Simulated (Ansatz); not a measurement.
# Geometry relaxation, with input and output: C₃H₁₀N₂Si (part 1 of 2)

The run: geometry relaxation of C₃H₁₀N₂Si, SMILES NC1CCN1[SiH3]. Method and program: RHF/def2-SVP (Ansatz 0.2.0).

It belongs to a series of runs on one base structure; here: end point B relaxed.

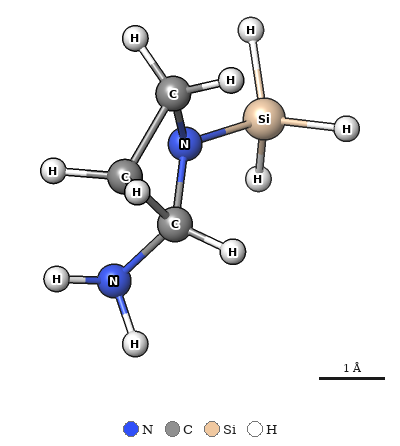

Fig. 1: The starting structure (ball-and-stick view, seen at a tilt). Bond lengths as drawn: C–C 1.51 to 1.56 Å, C–H 1.05 to 1.13 Å, C–N 1.44 to 1.56 Å, H–N 1.02 to 1.05 Å, H–Si 1.47 to 1.49 Å and N–Si 1.72 Å.

Key numbers:

| quantity | value |
| --- | --- |
| outcome | converged |
| total energy | −14067.6077 eV |
| mean-field energy | −14067.6077 eV |
| largest force (length of the vector) at the end | 0.017 eV/Å |
| hardware | 2 threads of Arm Neoverse V1, 24 GiB of memory available, shared host |
| wall time | 80 s (CPU time 2.6 min) |
| peak memory | 0.37 GiB |

The input:
```yaml
crystal:
  periodic: [false, false, false]
  atoms:
    - { symbol: "N", position_ang: [-1.1543, -1.7357, -0.041] }
    - { symbol: C, position_ang: [-0.1207, -0.8365, -0.4761] }
    - { symbol: C, position_ang: [1.0992, -1.1975, 0.3408] }
    - { symbol: C, position_ang: [1.3625, 0.3335, 0.5054] }
    - { symbol: "N", position_ang: [-0.1613, 0.4419, 0.2095] }
    - { symbol: Si, position_ang: [-0.884, 1.891, -0.3629] }
    - { symbol: H, position_ang: [-0.78321, -2.42335, 0.61191] }
    - { symbol: H, position_ang: [-1.415, -2.32491, -0.87365] }
    - { symbol: H, position_ang: [0.0612, -0.775, -1.5151] }
    - { symbol: H, position_ang: [1.9382, -1.705, -0.162] }
    - { symbol: H, position_ang: [0.9503, -1.7142, 1.3292] }
    - { symbol: H, position_ang: [1.9699, 0.7794, -0.2265] }
    - { symbol: H, position_ang: [1.5518, 0.6856, 1.4871] }
    - { symbol: H, position_ang: [-0.7053, 2.967, 0.6497] }
    - { symbol: H, position_ang: [-0.2327, 2.2142, -1.6405] }
    - { symbol: H, position_ang: [-2.3227, 1.655, -0.5536] }
basis:
  gaussian: { orbitals: def2-SVP }
hamiltonian:
  xc: hf
relax:
  f_tol: 0.015
  max_steps: 40
output:
  orbitals: {}
```

Launch command:
```bash
ansatz run input.yaml --threads 2 --pin off --max-ram 3072MiB --backend cpu --events-out ev --progress --plain --runs-dir out
```

What the program printed:
```
The last accepted step is kept in [file] (removed where the run ends without a failure and the disk answers)
Engine: ansatz 0.2.0, aarch64-unknown-linux-gnu
Functional definition: HF
  exchange = exact_x
  correlation = 0
1550 factors; integrals over basis functions are off by at most 6.1e-4 eV
mean field evaluation 1: about -14062.3029 eV, gradient 3.8e1 eV
mean field evaluation 2: about -14062.4820 eV, gradient 3.8e1 eV
mean field evaluation 4: about -14066.3511 eV, gradient 4.9e0 eV
mean field evaluation 8: about -14066.4234 eV, gradient 2.8e-1 eV
mean field -14066.42374231 eV, -516.9315379653 hartree, gradient 2.3e-5 eV, S^2 0.000000; 0 other end points of the search recorded, 0 dependent functions left out
the calculation of the forces begins
reference -14066.42374231 eV, -516.9315379653 hartree; 28, 28 occupied and 110, 110 virtual orbitals, 1550 factors
relax step   1: F+E_penalty+E_count = -14066.42374231 eV  Δ(F+E_penalty+E_count) = +0.000e0 eV  max|allowed force component| = 4.743e0 eV/Å  Δτ_max = 0.0000 Å  (36 SCF iters, accepted)
these checks for a lower state are left out or cut short: starts, cluster_reference, orbital_swaps, neighbouring_geometries, increment
1550 factors; integrals over basis functions are off by at most 6.4e-4 eV
mean field evaluation 16: about -14067.3389 eV, gradient 6.6e-1 eV
mean field -14067.34043824 eV, -516.9652259194 hartree, gradient 1.6e-5 eV, S^2 0.000000; 0 other end points of the search recorded, 0 dependent functions left out
[... from here on the field's lines of each further geometry are left out, up to the last ...]
relax step   2: F+E_penalty+E_count = -14067.34043824 eV  Δ(F+E_penalty+E_count) = -9.167e-1 eV  max|allowed force component| = 1.794e0 eV/Å  Δτ_max = 0.1942 Å  (31 SCF iters, accepted)
relax step   3: F+E_penalty+E_count = -14067.43908123 eV  Δ(F+E_penalty+E_count) = -9.864e-2 eV  max|allowed force component| = 7.333e-1 eV/Å  Δτ_max = 0.1149 Å  (32 SCF iters, accepted)
relax step   4: F+E_penalty+E_count = -14067.50727888 eV  Δ(F+E_penalty+E_count) = -6.820e-2 eV  max|allowed force component| = 3.060e-1 eV/Å  Δτ_max = 0.2000 Å  (32 SCF iters, accepted)
relax step   5: F+E_penalty+E_count = -14067.55222894 eV  Δ(F+E_penalty+E_count) = -4.495e-2 eV  max|allowed force component| = 2.104e-1 eV/Å  Δτ_max = 0.2000 Å  (32 SCF iters, accepted)
relax step   6: F+E_penalty+E_count = -14067.57918209 eV  Δ(F+E_penalty+E_count) = -2.695e-2 eV  max|allowed force component| = 2.427e-1 eV/Å  Δτ_max = 0.2000 Å  (30 SCF iters, accepted)
relax step   7: F+E_penalty+E_count = -14067.58846802 eV  Δ(F+E_penalty+E_count) = -9.286e-3 eV  max|allowed force component| = 1.405e-1 eV/Å  Δτ_max = 0.1780 Å  (32 SCF iters, accepted)
relax step   8: F+E_penalty+E_count = -14067.59084259 eV  Δ(F+E_penalty+E_count) = -2.375e-3 eV  max|allowed force component| = 5.977e-2 eV/Å  Δτ_max = 0.0544 Å  (32 SCF iters, accepted)
relax step   9: F+E_penalty+E_count = -14067.59164343 eV  Δ(F+E_penalty+E_count) = -8.008e-4 eV  max|allowed force component| = 2.543e-2 eV/Å  Δτ_max = 0.0363 Å  (32 SCF iters, accepted)
relax step  10: F+E_penalty+E_count = -14067.59221047 eV  Δ(F+E_penalty+E_count) = -5.670e-4 eV  max|allowed force component| = 7.298e-2 eV/Å  Δτ_max = 0.0602 Å  (31 SCF iters, accepted)
relax step  11: F+E_penalty+E_count = -14067.58990081 eV  Δ(F+E_penalty+E_count) = +2.310e-3 eV  max|allowed force component| = 3.570e-1 eV/Å  Δτ_max = 0.0944 Å  (31 SCF iters, rejected (line search))
relax step  12: F+E_penalty+E_count = -14067.59290854 eV  Δ(F+E_penalty+E_count) = -6.981e-4 eV  max|allowed force component| = 4.332e-2 eV/Å  Δτ_max = 0.0460 Å  (32 SCF iters, accepted)
relax step  13: F+E_penalty+E_count = -14067.59347056 eV  Δ(F+E_penalty+E_count) = -5.620e-4 eV  max|allowed force component| = 1.076e-1 eV/Å  Δτ_max = 0.0977 Å  (30 SCF iters, accepted)
relax step  14: F+E_penalty+E_count = -14067.59415099 eV  Δ(F+E_penalty+E_count) = -6.804e-4 eV  max|allowed force component| = 8.113e-2 eV/Å  Δτ_max = 0.0205 Å  (26 SCF iters, accepted)
relax step  15: F+E_penalty+E_count = -14067.59544477 eV  Δ(F+E_penalty+E_count) = -1.294e-3 eV  max|allowed force component| = 1.404e-2 eV/Å  Δτ_max = 0.0513 Å  (31 SCF iters, accepted)
relax step  16: F+E_penalty+E_count = -14067.59692168 eV  Δ(F+E_penalty+E_count) = -1.477e-3 eV  max|allowed force component| = 5.024e-2 eV/Å  Δτ_max = 0.1194 Å  (31 SCF iters, accepted)
relax step  17: F+E_penalty+E_count = -14067.59246951 eV  Δ(F+E_penalty+E_count) = +4.452e-3 eV  max|allowed force component| = 3.233e-1 eV/Å  Δτ_max = 0.1971 Å  (32 SCF iters, rejected (line search))
relax step  18: F+E_penalty+E_count = -14067.45038048 eV  Δ(F+E_penalty+E_count) = +1.465e-1 eV  max|allowed force component| = 2.037e0 eV/Å  Δτ_max = 0.0582 Å  (32 SCF iters, rejected (line search))
relax step  19: F+E_penalty+E_count = -14067.59767540 eV  Δ(F+E_penalty+E_count) = -7.537e-4 eV  max|allowed force component| = 1.869e-2 eV/Å  Δτ_max = 0.0291 Å  (32 SCF iters, accepted)
relax step  20: F+E_penalty+E_count = -14067.59942185 eV  Δ(F+E_penalty+E_count) = -1.746e-3 eV  max|allowed force component| = 3.866e-2 eV/Å  Δτ_max = 0.0976 Å  (32 SCF iters, accepted)
relax step  21: F+E_penalty+E_count = -14067.59989242 eV  Δ(F+E_penalty+E_count) = -4.706e-4 eV  max|allowed force component| = 1.881e-1 eV/Å  Δτ_max = 0.1451 Å  (32 SCF iters, accepted)
relax step  22: F+E_penalty+E_count = -14067.60169301 eV  Δ(F+E_penalty+E_count) = -1.801e-3 eV  max|allowed force component| = 8.113e-2 eV/Å  Δτ_max = 0.0173 Å  (25 SCF iters, accepted)
relax step  23: F+E_penalty+E_count = -14067.60330421 eV  Δ(F+E_penalty+E_count) = -1.611e-3 eV  max|allowed force component| = 3.346e-2 eV/Å  Δτ_max = 0.0697 Å  (31 SCF iters, accepted)
relax step  24: F+E_penalty+E_count = -14067.60495927 eV  Δ(F+E_penalty+E_count) = -1.655e-3 eV  max|allowed force component| = 7.790e-2 eV/Å  Δτ_max = 0.1226 Å  (31 SCF iters, accepted)
relax step  25: F+E_penalty+E_count = -14067.60590360 eV  Δ(F+E_penalty+E_count) = -9.443e-4 eV  max|allowed force component| = 6.085e-2 eV/Å  Δτ_max = 0.0331 Å  (25 SCF iters, accepted)
relax step  26: F+E_penalty+E_count = -14067.60701521 eV  Δ(F+E_penalty+E_count) = -1.112e-3 eV  max|allowed force component| = 4.728e-2 eV/Å  Δτ_max = 0.0622 Å  (32 SCF iters, accepted)
relax step  27: F+E_penalty+E_count = -14067.60747968 eV  Δ(F+E_penalty+E_count) = -4.645e-4 eV  max|allowed force component| = 3.806e-2 eV/Å  Δτ_max = 0.0567 Å  (32 SCF iters, accepted)
the calculation of the forces begins
reference -14067.60767482 eV, -516.9750466828 hartree; 28, 28 occupied and 110, 110 virtual orbitals, 1550 factors
relax step  28: F+E_penalty+E_count = -14067.60767482 eV  Δ(F+E_penalty+E_count) = -1.951e-4 eV  max|allowed force component| = 1.389e-2 eV/Å  Δτ_max = 0.0135 Å  (24 SCF iters, accepted)
```

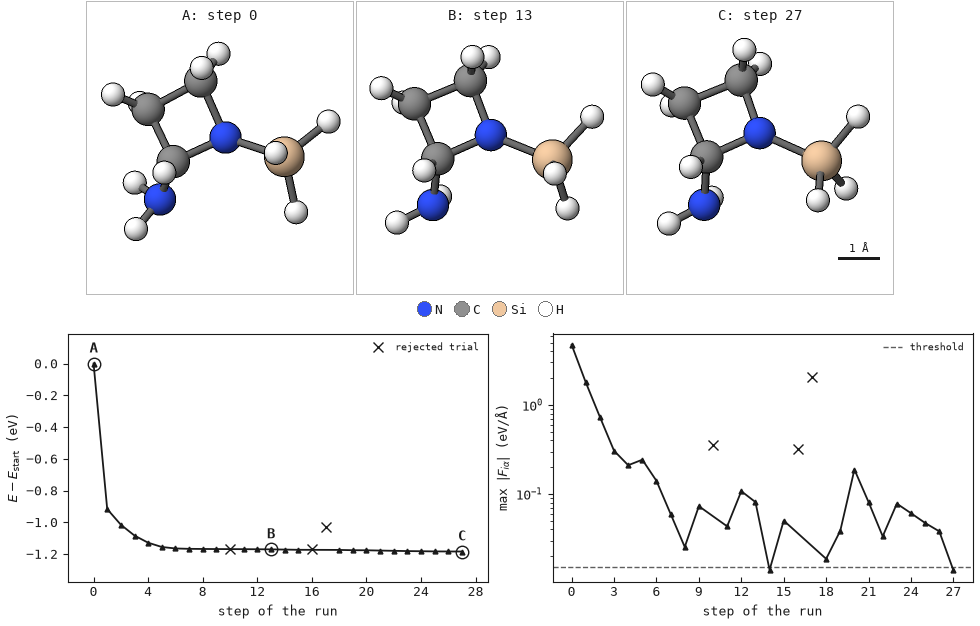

Fig. 2: Frames of the relaxation (ball-and-stick view, seen at a tilt) above the curves, on which the letters mark them (the first geometry is step 0 here and step 1 in the log).

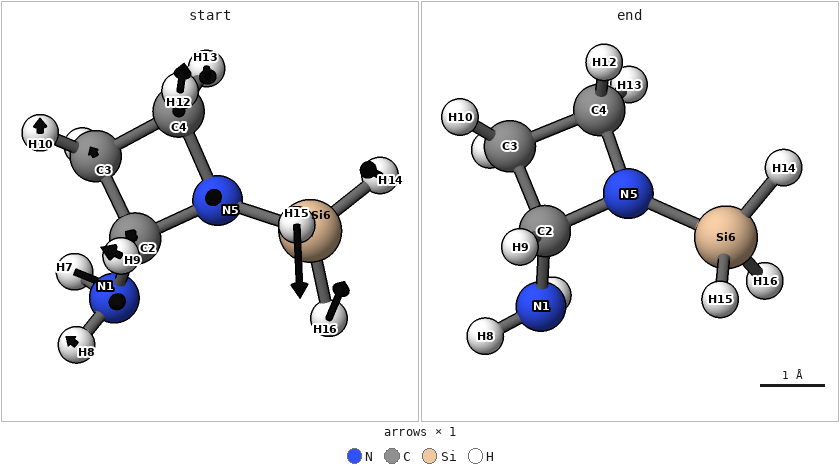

Fig. 3: Before (left) and after (right) the relaxation, at one scale (ball-and-stick view, seen at a tilt). The black arrows give the displacements, at true length. Over 27 geometry steps the energy falls by 1.184 eV. Largest force component: 4.7 eV/Å at the start, 0.014 eV/Å at the end. The line search rejected the trial steps at points 10, 16, 17 (counted from 0) and went back. The atom that moves furthest after the best rigid fit is H15 (1.25 Å). Largest moves by element: H 1.25 Å, N 0.44 Å, C 0.26 Å, Si 0.13 Å. Among the contacts that change: C4–N5 1.556 → 1.458 Å, N1–H8 1.053 → 1.004 Å, C4–H12 1.050 → 1.094 Å, C2–C3 1.512 → 1.551 Å. Among the angles that change: N1–C2–C3 105.5° → 121.1°, C4–N5–Si6 122.3° → 134.3°, N1–C2–H9 117.2° → 106.9°. (Atoms are counted from 1 in the order of the input.)

```
1550 factors; integrals over basis functions are off by at most 5.7e-4 eV
mean field -14067.60767482 eV, -516.9750466828 hartree, gradient 2.1e-5 eV, S^2 0.000000; 1 other end points of the search recorded, 0 dependent functions left out
the calculation of the forces begins
reference -14067.60767482 eV, -516.9750466828 hartree; 28, 28 occupied and 110, 110 virtual orbitals, 1550 factors
Total energy: -14067.60767482 eV, -516.9750466828 hartree
Atom 0 at    -1.175089    -1.532678    -0.452535 Å, force    -0.004706    -0.003878     0.004572 eV/Å
Atom 1 at     0.097833    -0.893998    -0.604038 Å, force     0.013895     0.008689    -0.002603 eV/Å
Atom 2 at     1.278949    -1.228083     0.344293 Å, force    -0.006456     0.001516     0.001393 eV/Å
Atom 3 at     1.301621     0.265943     0.720421 Å, force    -0.000556    -0.000089    -0.003922 eV/Å
Atom 4 at     0.124549     0.471588    -0.114612 Å, force     0.000277     0.005383     0.005866 eV/Å
Atom 5 at    -0.951208     1.795257    -0.376010 Å, force     0.002118     0.000647    -0.009029 eV/Å
Atom 6 at    -1.428195    -1.650258     0.512475 Å, force    -0.001754    -0.001031    -0.001162 eV/Å
Atom 7 at    -1.217811    -2.423707    -0.912474 Å, force    -0.000120     0.002040    -0.000403 eV/Å
Atom 8 at     0.371610    -0.976430    -1.661546 Å, force    -0.003248    -0.003336     0.000045 eV/Å
Atom 9 at     2.179347    -1.619574    -0.129016 Å, force    -0.001601     0.001801     0.000559 eV/Å
Atom 10 at     0.994144    -1.888722     1.164283 Å, force     0.002790     0.001457    -0.002669 eV/Å
Atom 11 at     2.190689     0.803987     0.378687 Å, force    -0.006182    -0.002804     0.003820 eV/Å
Atom 12 at     1.161680     0.487009     1.782363 Å, force    -0.000339    -0.000205    -0.005290 eV/Å
Atom 13 at    -0.214436     3.041097    -0.042196 Å, force    -0.006122    -0.008389     0.000989 eV/Å
Atom 14 at    -1.383536     1.834270    -1.793785 Å, force     0.003374    -0.002337     0.009540 eV/Å
Atom 15 at    -2.176257     1.769741     0.465951 Å, force     0.008630     0.000536    -0.001708 eV/Å
Dipole moment:     0.269900    -0.447612     0.147341 e Å
```

Trajectory as extended XYZ (Å, eV, eV/Å), 14 of the 28 frames kept, from step=1 to step=28:
```
16
Properties=species:S:1:pos:R:3:forces:R:3 step=1 energy=-14066.42374
N    -1.1543   -1.7357   -0.0410   -1.5868  -2.2936  -3.2095
C    -0.1207   -0.8365   -0.4761   -0.2361  -1.4616   4.7434
C     1.0992   -1.1975    0.3408    3.8771   0.8982  -0.1540
C     1.3625    0.3335    0.5054   -4.3610  -1.7101   0.8633
N    -0.1613    0.4419    0.2095    2.3691   0.7703  -0.2265
Si   -0.8840    1.8910   -0.3629   -0.2929  -0.0778   0.4066
H    -0.7832   -2.4234    0.6119   -0.3648   0.8003  -0.3598
H    -1.4150   -2.3249   -0.8737   -0.0873   1.0390   1.6340
H     0.0612   -0.7750   -1.5151   -0.1469  -0.1510  -1.4837
H     1.9382   -1.7050   -0.1620   -0.3838  -0.2265   0.0203
H     0.9503   -1.7142    1.3292   -0.3936   0.7351  -1.1921
H     1.9699    0.7794   -0.2265    1.0338   0.6088  -1.1269
H     1.5518    0.6856    1.4871    0.6964   0.4336   0.9248
H    -0.7053    2.9670    0.6497    0.1062  -0.0061  -0.2269
H    -0.2327    2.2142   -1.6405   -0.0129   0.5375  -0.4198
H    -2.3227    1.6550   -0.5536   -0.2166   0.1038  -0.1932
16
Properties=species:S:1:pos:R:3:forces:R:3 step=3 energy=-14067.43908
N    -1.2405   -1.7352   -0.1049    0.6708  -0.3458   0.1107
C    -0.0831   -0.9135   -0.3823   -0.4244   0.0166  -0.0572
C     1.2574   -1.1818    0.3239   -0.1075   0.0996   0.1892
C     1.3406    0.3395    0.5648   -0.7333  -0.3242  -0.3455
N    -0.0946    0.4336    0.2010    0.6770  -0.1529   0.0936
Si   -0.8903    1.8574   -0.3812   -0.0580   0.0446  -0.0539
H    -1.0523   -2.3741    0.6585   -0.2707   0.4294  -0.1608
H    -1.4959   -2.3038   -0.8936    0.0346   0.1401   0.0351
H     0.0502   -0.8711   -1.4702   -0.0407  -0.0316  -0.0207
H     2.0508   -1.6771   -0.2389   -0.0387   0.0964  -0.0084
H     1.0931   -1.7170    1.2603    0.0676  -0.0440   0.0045
H     1.9951    0.8402   -0.1540    0.1401   0.0830   0.0944
H     1.5735    0.6671    1.5762    0.0919   0.0678   0.0289
H    -0.6912    2.9522    0.5994   -0.0031  -0.0316   0.0027
H    -0.3242    2.3251   -1.6853   -0.0263  -0.0035   0.0434
H    -2.3346    1.6141   -0.5915    0.0207  -0.0439   0.0440
16
Properties=species:S:1:pos:R:3:forces:R:3 step=5 energy=-14067.55223
N    -1.2389   -1.6748   -0.1645    0.0340  -0.2060   0.0664
C    -0.0618   -0.9090   -0.4338   -0.0304   0.0013  -0.0168
C     1.2669   -1.2001    0.2942    0.0089   0.0314   0.1171
C     1.3463    0.3110    0.5657   -0.0109  -0.0464   0.0086
N    -0.0410    0.4400    0.1299    0.0176  -0.1938   0.0393
Si   -0.8997    1.8478   -0.3844   -0.1235   0.0432  -0.0490
H    -1.2522   -2.0481    0.7725   -0.0541   0.2104  -0.1894
H    -1.3596   -2.4355   -0.8114    0.0490   0.1180   0.0929
H     0.0811   -0.8975   -1.5195   -0.0536  -0.0540  -0.0750
H     2.0710   -1.6579   -0.2808    0.0089   0.0040  -0.0311
H     1.1073   -1.7765    1.2072    0.0173  -0.0095  -0.0232
H     2.0629    0.8248   -0.0833    0.0696   0.0334   0.0398
H     1.5293    0.6111    1.5993    0.0437   0.0405  -0.0131
H    -0.7304    2.9149    0.6329    0.0089  -0.0274  -0.0167
H    -0.3937    2.3830   -1.6848   -0.0286   0.0226   0.0374
H    -2.3337    1.5223   -0.5570    0.0432   0.0322   0.0127
```
